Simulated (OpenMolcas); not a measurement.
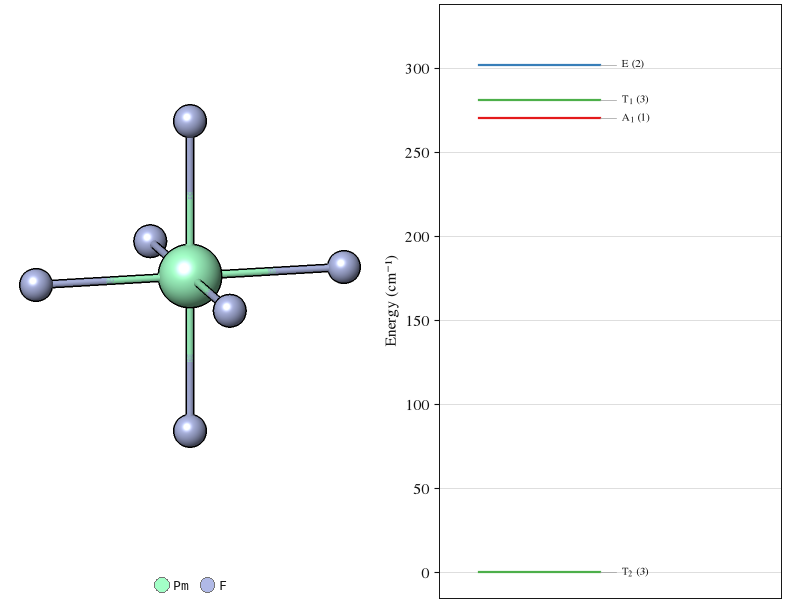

Pm³⁺ (4f⁴) as a dopant in Cs₂NaYF₆, a cluster with its 6 nearest F⁻ at 2.343 Å (octahedron) embedded in model potentials and point charges; the geometry was set, not optimised, and its levels. Labels give the representation in O, Td, D4 or D3 as the site allows (double group for half-integer spin) where it could be assigned and, in brackets, the degeneracy; spin-free states, where drawn, share the zero of the spin-orbit levels. The calculation used state-averaged CASSCF, active space 4 electrons in the shell 4f, basis ANO-RCC-VDZP on all atoms, DKH2 scalar Hamiltonian, spin-orbit coupling by RASSI with atomic mean-field integrals (OpenMolcas).

Give the ground level and the first gap.

The ground level is T₂, 3-fold degenerate, 98 % from states of spin multiplicity 5, effective J = 4.00, with |mJ| = 3 the largest share (58 %). The next level lies at 270 cm⁻¹ (A₁). The lowest J multiplet spreads over 302 cm⁻¹. The active orbitals hold 99 to 100 % metal character (Löwdin), and the Mulliken charge of the metal is +2.47.

Caveat: high states of lower spin left out of the spin-orbit mixing; the geometry is set by hand, with no relaxation and no charge compensation; spin-free states above about 39,000 cm⁻¹ are left out of the spin-orbit step.
